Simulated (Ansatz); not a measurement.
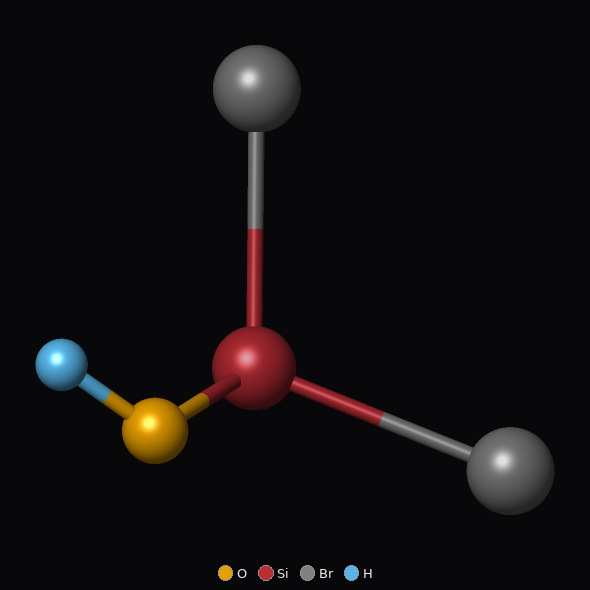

Ball-and-stick drawing of a structure.

The species is neutral and a spin doublet. Computed geometry: PBE0-D4/def2-TZVP optimisation.

Identify the structure.

It has 5 atoms: 2 bromine, 1 hydrogen, 1 oxygen and 1 silicon (Br2HOSi). SMILES: `O[Si](Br)Br`. Among its groups: Si–O bond. This geometry has C1 symmetry. It is an open-shell species. Coordination: 1 O bent; 1 Si trigonal pyramidal.

More results for the same structure follow; atom numbers are the same in all pictures, views and colours differ.

**Geometry**

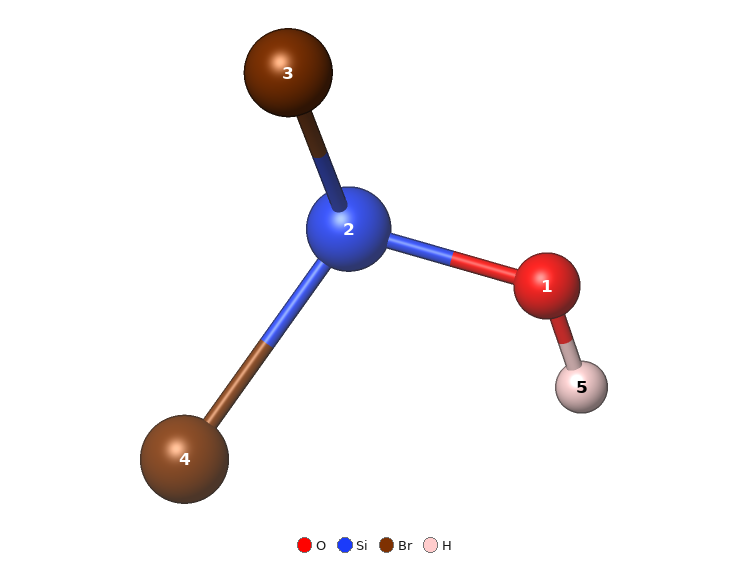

The atoms are numbered.

Which atoms are bonded, and how long are the bonds?

| bond | length (Å) | order |
| --- | --- | --- |
| O1–Si2 | 1.634 | single |
| O1–H5 | 0.961 | single |
| Si2–Br3 | 2.215 | single |
| Si2–Br4 | 2.234 | single |

**Levels of theory compared**

Program: Ansatz 0.2.0.

At this fixed geometry, give dipole (D), HOMO energy (eV) at these levels: B3LYP-D4/def2-TZVPP; PBE-D4/def2-TZVPP; r2SCAN-D4/def2-TZVPP; ωB97M-V/def2-TZVPP.

```
               level  dipole (D)  HOMO energy (eV)
 B3LYP-D4/def2-TZVPP        1.72             −6.34
   PBE-D4/def2-TZVPP        1.65             −5.42
r2SCAN-D4/def2-TZVPP        1.74             −5.82
  ωB97M-V/def2-TZVPP        1.78             −8.35
```

**Vibrations**

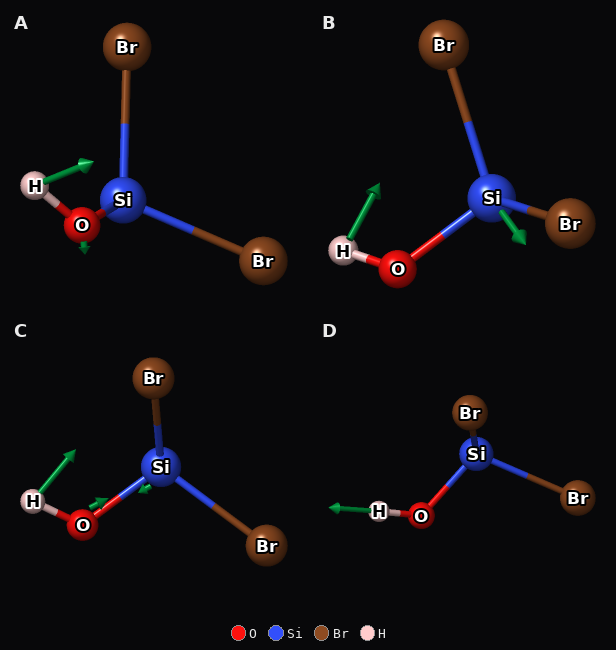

4 normal modes of one molecule or complex, as arrows. Harmonic vibrations computed with UKS PBE0-D4/def2-TZVP (Ansatz 0.2.0) at a stationary point of the same level.

Question: Match the panels to the wavenumbers 250 cm⁻¹, 464 cm⁻¹, 919 cm⁻¹, 3888 cm⁻¹.

Answer: A: 250 cm⁻¹, a torsion or out-of-plane motion in which bond lengths and bond angles hardly change
B: 464 cm⁻¹
C: 919 cm⁻¹
D: 3888 cm⁻¹, O–H stretching

**Charges**

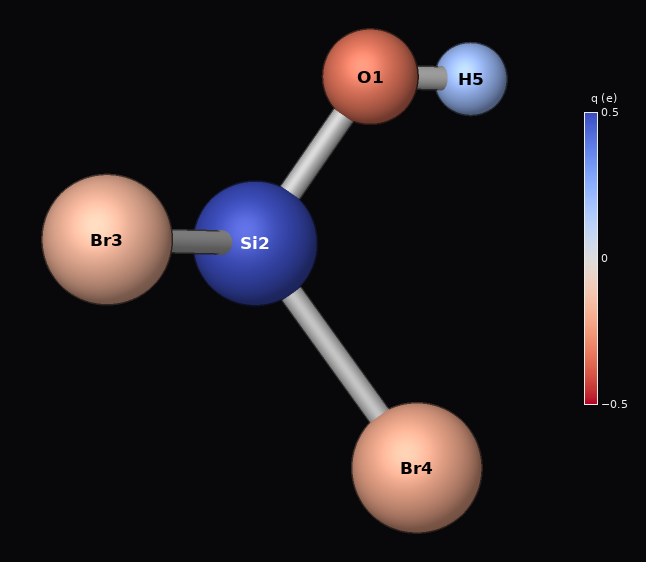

Atoms are coloured by their Mulliken charges. Properties computed with UKS B3LYP-D4/def2-TZVPP (Ansatz 0.2.0).

Question: Which atom carries the highest charge (most positive or least negative)?

Answer: Si2 (0.50 e).

Question: And the lowest?

Answer: O1 (−0.33 e).

Give the Mulliken charges atom by atom.

```
atom  value (e)
  O1      −0.33
 Si2       0.50
 Br3      −0.17
 Br4      −0.20
  H5       0.20
```

**Thermal motion**

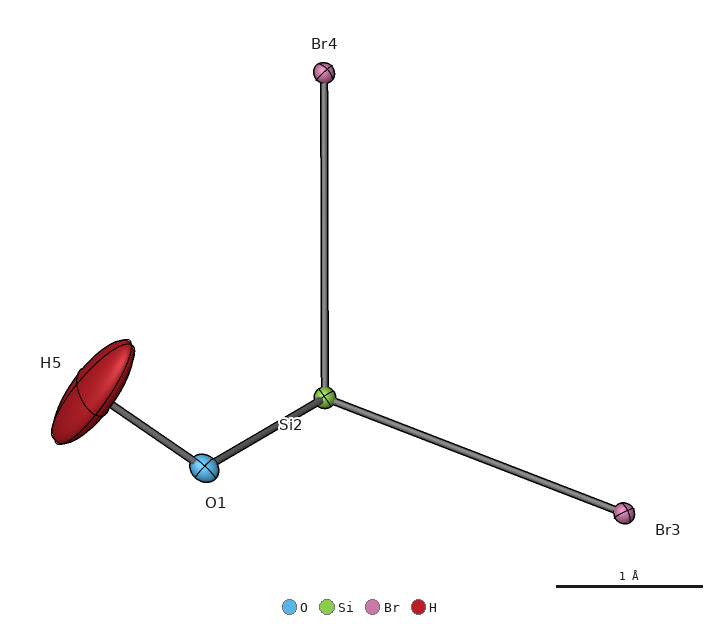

Displacement ellipsoids at the 50 % level, from the internal vibrations of the free molecule (harmonic, no overall translation or rotation; no half-axis is drawn under 0.075 Å). Vibrations computed with UKS PBE0-D4/def2-TZVP (Ansatz 0.2.0). Temperature: 100 K.

Question: Which atom has the largest mean-square displacement?

Answer: H5, with U_eq = 0.0430 Å².

Question: Does H5 move more along its bond or across it?

Answer: Across it: the root-mean-square amplitude is 0.091 Å along the bond and up to 0.307 Å across, since bending and torsion are softer than stretching.

Give the displacement parameters, one line for each set of equivalent atoms.

```
atom  U_eq (Å²)   rms amplitudes (Å)
  O1     0.0030  0.028, 0.059, 0.069
 Si2     0.0015  0.033, 0.036, 0.046
 Br3    0.00055  0.005, 0.015, 0.037
 Br4    0.00054  0.005, 0.015, 0.037
  H5     0.0430  0.086, 0.166, 0.307
```

Mulliken values depend strongly on the basis set and can even reverse the polarity of a bond.
